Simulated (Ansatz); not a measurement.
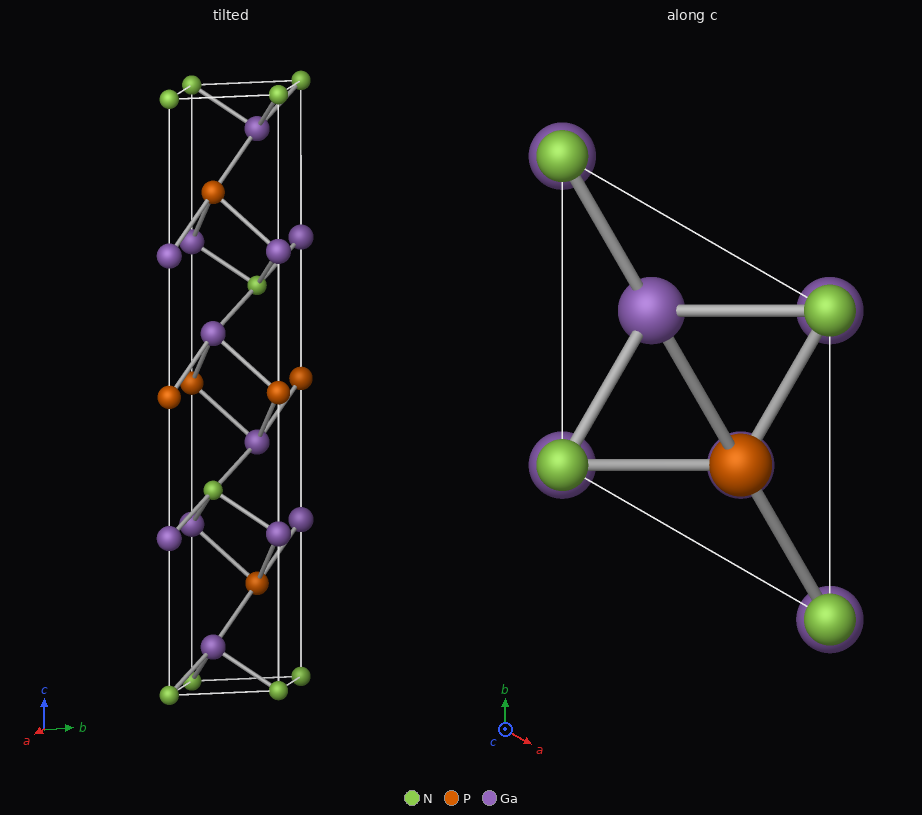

This ball-and-stick model is shown slightly off an axis and along the c axis. Thin lines show the conventional unit cell, with boundary atoms drawn in all their periodic places.

Ga2PN, space group R-3m (No. 166), a = 3.253 Å, b = 3.253 Å, c = 16.940 Å, α = 90.00°, β = 90.00°, γ = 120.00°. The starting point was a structure type filled with these elements by a generator (whether the compound takes this form wasn't checked). Earlier steps of the study may have refined or changed the cell and positions. An electronic-structure calculation with Ansatz was run on it.

This one geometry was computed with Ansatz (DFT, plane waves, PAW) at three levels of theory: PBE with spin-orbit coupling, r2SCAN and PBE. It was relaxed beforehand with r2SCAN.

Question: Which level gives the highest pressure at this volume, and what does that say about its equilibrium volume?

Answer: Highest: PBE with spin-orbit coupling (4.5 GPa) and PBE (4.5 GPa), which points to the largest equilibrium volume. Lowest, with the smallest volume: r2SCAN (0.2 GPa). Levels within 0.5 GPa of each other can't be told apart.

Question: How does the band gap change with the level of theory?

Answer: All levels give a metal.

Question: Collect the results in a table.

Answer:
| level | cutoff (eV) | k-mesh of the run's cell | gap (eV) | pressure (GPa) |
| --- | --- | --- | --- | --- |
| PBE with spin-orbit coupling | 420 | 10×10×10 | metal | 4.5 |
| r2SCAN | 500 | 10×10×10 | metal | 0.2 |
| PBE | 420 | 10×10×10 | metal | 4.5 |

Gaps are taken on the k-mesh or band path of each run.
